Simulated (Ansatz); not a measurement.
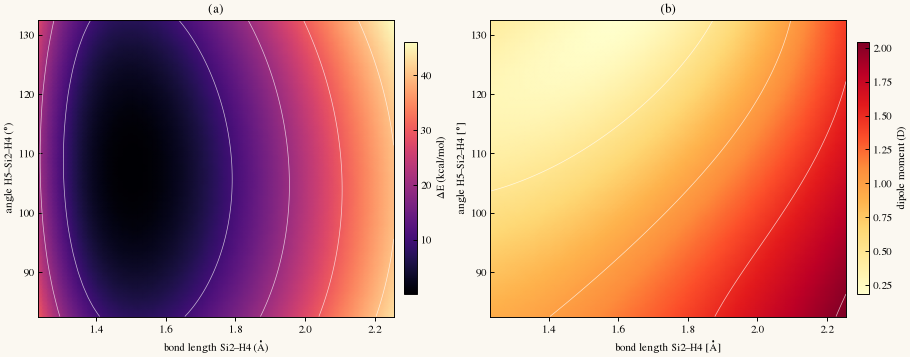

AlH₄Si, SMILES [AlH][SiH3], spin multiplicity 2. The first coordinate is: bond length Si2–H4; the second: angle H5–Si2–H4. Nothing is relaxed (all other coordinates rigid). The grid has 15 × 15 points. All energies are given in kcal/mol relative to the relaxed molecule at the same level. Computed with UKS PBE-D4/def2-TZVP in Ansatz 0.2.0.

Panel (a) is the energy; panel (b) is the computed dipole moment, in D.

Drawn: a smooth colour map with a few white contour lines. Between grid points the surface is interpolated.

> How does the dipole moment vary over the map, and what is it at the lowest grid point?

Leaving out the highest fifth of the energies, it runs from 0.18 D at bond length Si2–H4 = 1.598 Å, angle H5–Si2–H4 = 132.5° to 1.72 D at bond length Si2–H4 = 2.036 Å, angle H5–Si2–H4 = 82.5°. At the lowest grid point, bond length Si2–H4 = 1.525 Å, angle H5–Si2–H4 = 107.5°, it is 0.59 D.
